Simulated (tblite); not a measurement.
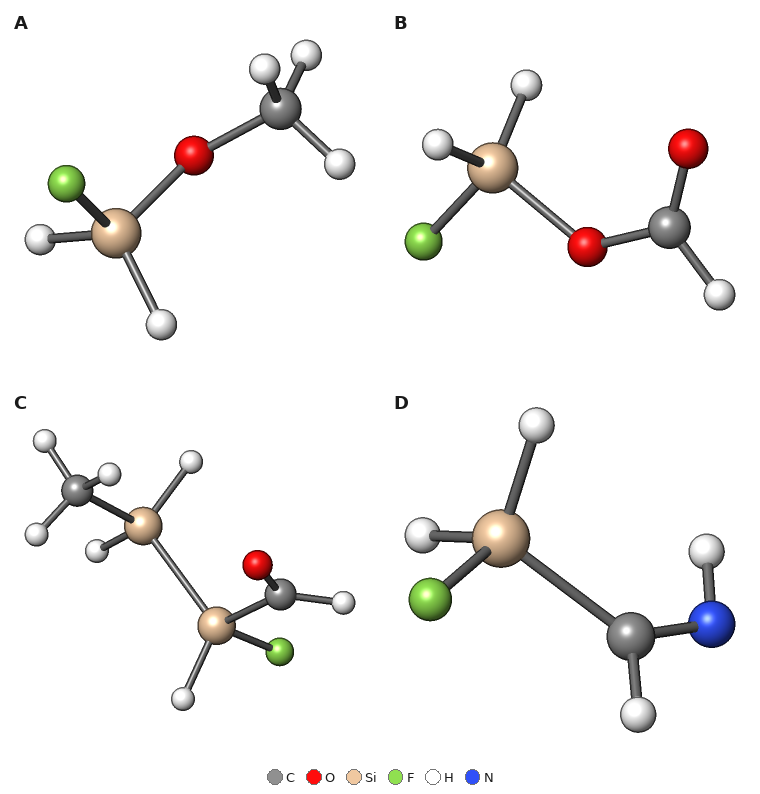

Source: calculation with tblite.

```xyz
8
charge 0, multiplicity 1
O     1.6758   -1.0093   -0.5473
C     1.5152    0.0890   -0.1119
O     0.3564    0.6214    0.2008
Si   -1.1300   -0.0942    0.0663
F    -2.0270    1.1075    0.6132
H     2.3358    0.8003    0.0839
H    -1.2488   -1.1978    0.9949
H    -1.4684   -0.3075   -1.3246
```

> Which panel shows the molecule in this file?

B. The file holds CH3FO2Si, `O=CO[SiH2]F`.
